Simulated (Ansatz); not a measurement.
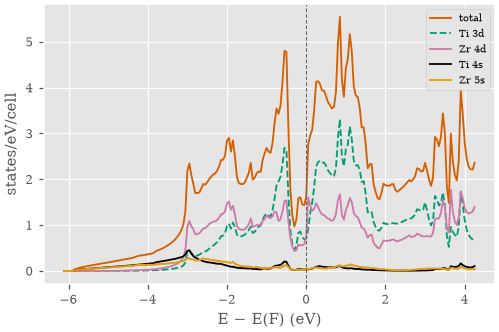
Fig. 1. Total and projected density of states of ZrTi in space group P-6m2 (No. 187; Zr on 1a, Ti on 1d), the program Ansatz at the PBEsol level (PAW)

Question: Which orbitals carry the states next to the Fermi level?

Answer: Within 0.5 eV of the Fermi level: Ti 3d 53 %, Zr 4d 37 %. Projections are on Löwdin-orthogonalised atomic valence shells; empty p or d shells of many metals are not among them.

Question: Where is the tallest occupied peak in this window, and what makes it?

Answer: Near -0.5 eV, about 4.8 states/eV per cell; the largest projected share is Ti 3d.

The workflow started from a Materials Project entry (that database holds measured and hypothetical structures alike); the Crystallography Open Database copy checked does not list it. With Zr and Ti taken as one species the cell has the higher symmetry P6_3/mmc, so it may be an ordered model of a mixed-site phase. Its standing as an ambient phase is unchecked. Symmetry was held in the PBEsol relaxation; its stability against distortions is not shown here. No spin polarisation was allowed. Spin–orbit coupling is left out wherever it is not named.

Potentials: the later of the program's two PAW sets.
